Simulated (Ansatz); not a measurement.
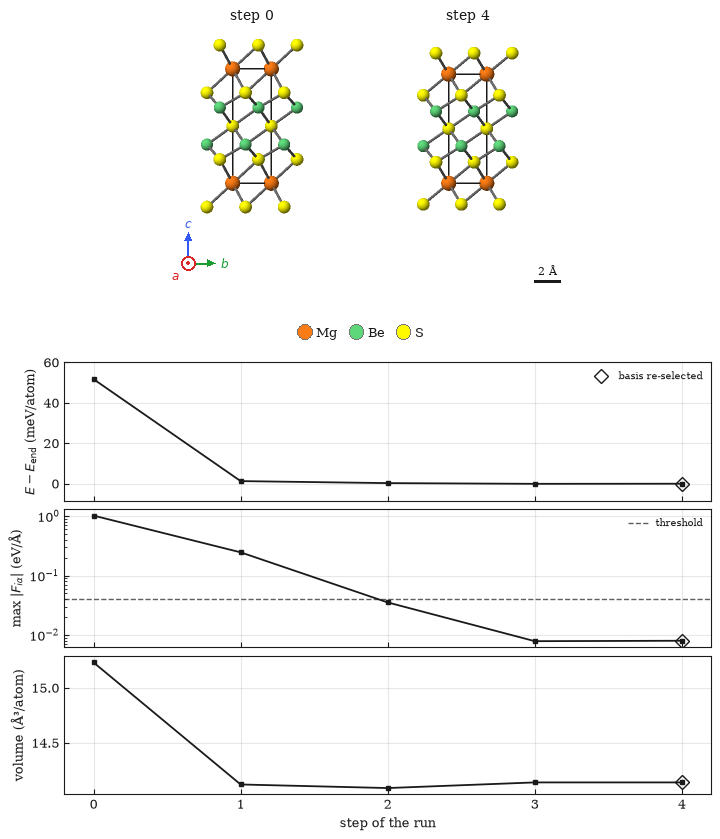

First and last geometry of a relaxation of a crystal of MgBe2S3 (a generated structure, set up in P-3m1) (coarse preliminary run), with the history of the run. The picture is a ball-and-stick view of the cell of the calculation, seen along the a axis.

All numbers below come from DFT PBE, scalar-relativistic, plane waves, PAW (Ansatz).

Input file:
```yaml
crystal:
  lattice:
    - [3.45184045, 0.0, 0.0]
    - [-1.72592022, 2.98938152, 0.0]
    - [0.0, 0.0, 8.8564487]
  atoms:
    - { symbol: Mg, position: [0.0, 0.0, 0.0] }
    - { symbol: Be, position: [0.33333333, 0.66666667, 0.661825] }
    - { symbol: Be, position: [0.66666667, 0.33333333, 0.338175] }
    - { symbol: S, position: [0.33333333, 0.66666667, 0.20810699] }
    - { symbol: S, position: [0.0, 0.0, 0.5] }
    - { symbol: S, position: [0.66666667, 0.33333333, 0.79189301] }
basis:
  ecutwfc: 420
kpoints:
  mp_grid: { grid: [6, 6, 2] }
hamiltonian:
  xc: pbe
scf:
  occupations: { method: gaussian, width: 0.1 }
  lower_state_search: "off"
output:
  forces: true
  stress: true
  eigenvalues: true
relax:
  adjacent_minimum: "off"
  f_tol: 0.04
  max_steps: 70
  cell: { stress_tol: 0.4 }
```

Run as
```bash
ansatz run input.yaml --threads 1 --pin off --max-ram 2560MiB --backend cpu --events-out ev --progress --plain --runs-dir out
```

### Read the history and describe the run.

It converged. Over 3 accepted moves (4 points after the start) the energy falls by 51.7 meV per atom. Largest force component: 1 eV/Å at the start, 0.008 eV/Å at the end. The pressure goes from −5.71 to 0.02 GPa. The SCF was repeated once at an unchanged geometry on a basis and grid sized afresh for the cell, which shifted the energy by 0.1 meV per atom at most. The largest moves relative to the cell, 0.13 Å, are those of S4 and S6. S4 goes along −c. Largest moves by element: S 0.13 Å, Be 0.02 Å. Mg stays in place. Cell: a = b 3.452 → 3.406 Å (−1.3 %), c 8.856 → 8.448 Å (−4.6 %). Volume −7.2 %. Among the contacts that change: Mg1–S4 2.715 → 2.556 Å, Be2–S5 2.455 → 2.383 Å, Be2–S6 2.302 → 2.327 Å. Among the angles between lasting bonds that change: Mg1–S6–Be2 167.3° → 172.6°, S4–Mg1–S4 79.0° → 83.6°, Mg1–S6–Mg1 79.0° → 83.6°. The space group stays P-3m1 (No. 164). Cost: 9.5 s on 1 thread of Arm Neoverse V1, on a shared host, peak memory 0.34 GiB.
